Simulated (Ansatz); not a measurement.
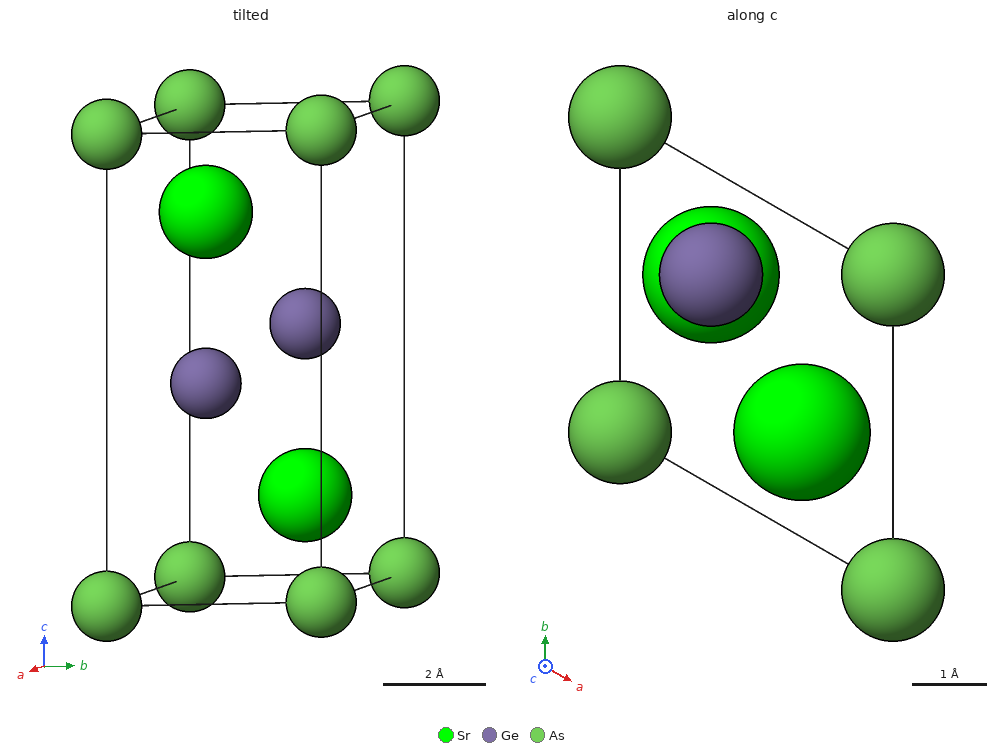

View slightly off an axis and along the c axis, drawn as a spheres-only model. One conventional unit cell is framed, with atoms on its boundary repeated.

Sr2Ge2As, space group P-3m1 (No. 164), a = 4.281 Å, b = 4.281 Å, c = 9.441 Å, α = 90.00°, β = 90.00°, γ = 120.00°. It goes back to a structure type filled with these elements by a generator (whether the compound takes this form wasn't checked). Earlier steps of the study, as a rule a relaxation of our own, may have changed the cell and positions, so they can lie some per cent off the listed ones. It was run through Ansatz as a DFT input.

This one geometry was computed with Ansatz (DFT, plane waves, PAW) at three levels of theory: PBE, r2SCAN and LDA.

Which level gives the highest pressure at this volume, and what does that say about its equilibrium volume?

Highest: PBE (0.0 GPa), which points to the largest equilibrium volume. Lowest, with the smallest volume: LDA (-3.3 GPa). Levels within 0.5 GPa of each other can't be told apart.

How does the band gap change with the level of theory?

All levels give a metal, though semilocal functionals underestimate gaps and can close a small one.

Collect the results in a table.

| level | cutoff (eV) | k-mesh of the run's cell | gap (eV) | pressure (GPa) |
| --- | --- | --- | --- | --- |
| PBE | 420 | 12×12×4 | metal | 0.0 |
| r2SCAN | 500 | 12×12×4 | metal | -0.8 |
| LDA | 420 | 12×12×4 | metal | -3.3 |

Gaps are taken on the k-mesh or band path of each run.
